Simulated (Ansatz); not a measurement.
AlFH6O4Zr

```yaml
atoms:
  - { symbol: Zr, position_ang: [-0.2439, 0.2298, 0.4755] }
  - { symbol: F, position_ang: [-1.3736, 0.0449, 2.0410] }
  - { symbol: O, position_ang: [1.8835, 0.1999, -0.0487] }
  - { symbol: H, position_ang: [2.2730, -0.2750, -0.7999] }
  - { symbol: O, position_ang: [-1.0698, 1.5177, -0.6969] }
  - { symbol: H, position_ang: [-1.6446, 1.7910, -1.4263] }
  - { symbol: O, position_ang: [-0.4791, -1.5295, -0.2913] }
  - { symbol: H, position_ang: [-0.5845, -2.4767, -0.4512] }
  - { symbol: O, position_ang: [1.0143, 1.3846, 1.8664] }
  - { symbol: Al, position_ang: [2.7618, 1.2245, 1.2471] }
  - { symbol: H, position_ang: [3.6537, 0.3180, 2.2296] }
  - { symbol: H, position_ang: [3.3486, 2.5824, 0.6275] }
  - { symbol: H, position_ang: [0.7108, 1.6265, 2.7566] }
```

Core potentials replace the inner electrons of Zr.

All numbers below come from Ansatz 0.2.0, RKS PBE/def2-SVP.

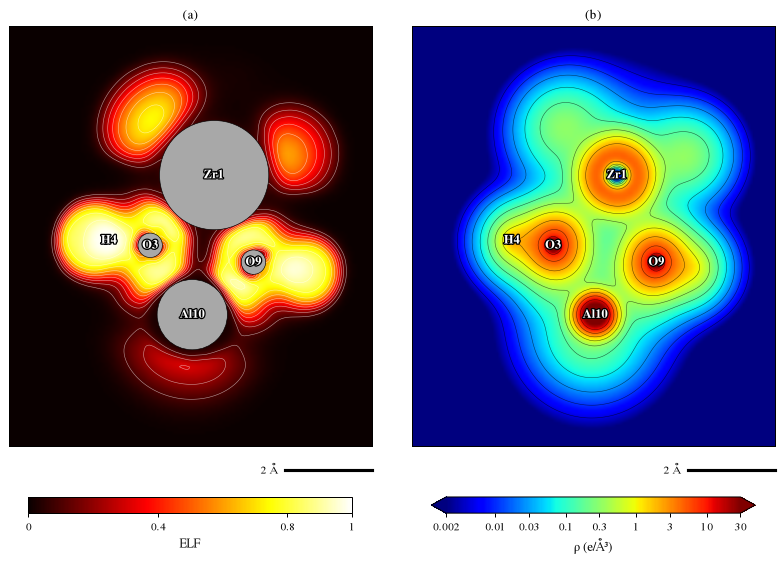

Figure 1. (a) ELF; (b) electron density on the plane of atoms H4, O3 and Al10. Grey discs cover the atomic cores in the ELF map.

Describe what can be read from this map.

- The section cuts through Zr, O, H and Al sites.
- Al–O (1.86 Å): the density is about 0.57 e/Å³ at the midpoint; the ELF peaks at about 0.90 in the valence shell of O, 0.7 Å from its nucleus, and is about 0.40 at the midpoint.
- O–H (0.97 Å): the density is about 3.6 e/Å³ at the midpoint; the ELF climbs to about 1 towards the hydrogen, as it does in any bond to H; a covalent bond by its length.
- Zr–O (2.19 Å): the density is about 0.49 e/Å³ at the midpoint; the ELF peaks at about 0.85 in the valence shell of O, 0.6 Å from its nucleus, and drops to about 0.15 between the two atoms.

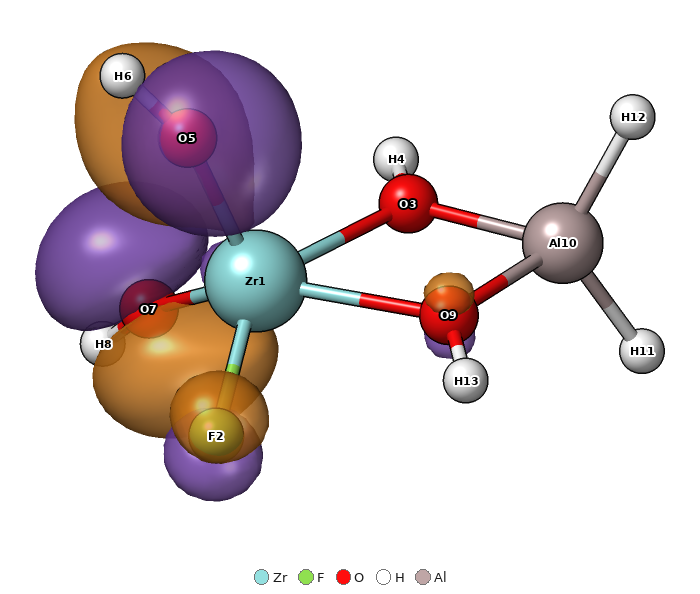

Figure 2. The HOMO−1 at ±0.1 Å⁻³ᐟ² (orange and purple are the two phases), seen from one side.

What is the character of this orbital?

By Hirshfeld shares it lies mainly on O5 (about 40 %) and O7 (about 40 %); largely a combination of lone pairs on O5 and O7. Its energy is −7.33 eV.
